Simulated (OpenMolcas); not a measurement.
**NO2F (nitryl fluoride) at HF/def2-TZVP**

Wanted: energy and gradient of NO2F (nitryl fluoride). 

The results are computed with OpenMolcas 26.06.

9 further runs of the same task are left out: 9 set aside as unsound or not needed.

### Step 1. The system as given

The species is NO2F (4 atoms), meant as a singlet with charge 0. SMILES: `O=[N+]([O-])F`. The shape is that of a GFN2-xTB optimisation.

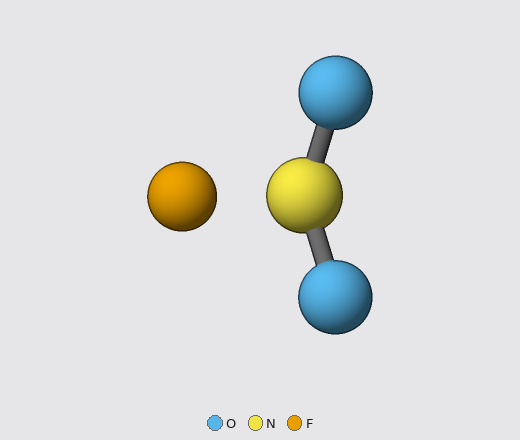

The structure, seen from a chosen angle (oxygen blue, nitrogen yellow, fluorine amber).

### Step 2. Energy and forces at HF/def2-TZVP

input.xyz reads:

```xyz
4

O      0.188740     0.465950     1.115660
N      0.109710    -0.098240     0.122020
O      0.475520    -1.064170    -0.373030
F     -0.773970     0.696460    -0.864650
```

job.input reads:

```
>>> EXPORT MOLCAS_PRINT=2

&gateway
  baslib
  $CurrDir
  coord
  input.xyz
  basis
  def2-TZVP
  group
  NoSym

&seward

&scf
  thresholds
  1e-11 1e-08 1e-08 1e-07
  prorbitals
  1 1

&alaska
```

The basis set def2-TZVP is read from a file made from the Basis Set Exchange's data (not shown).

Started as:

```sh
export MOLCAS_MEM=1860
pymolcas job.input > job.log
```

**Question.** What will come out? Wanted: total energy; dipole moment; HOMO energy; LUMO energy; HOMO–LUMO gap; largest force on an atom.

Answer, from the run:

At HF/def2-TZVP:

| quantity | value |
| --- | --- |
| total energy | -303.53966 Eh |
| dipole moment | 1.11 D |
| HOMO energy | -15.25 eV |
| LUMO energy | 2.04 eV |
| HOMO–LUMO gap | 17.29 eV |
| largest force on an atom | 3.354 eV/Å |

What this shows: The largest force is 3.35 eV/Å: the shape isn't a stationary point for this species at this level.
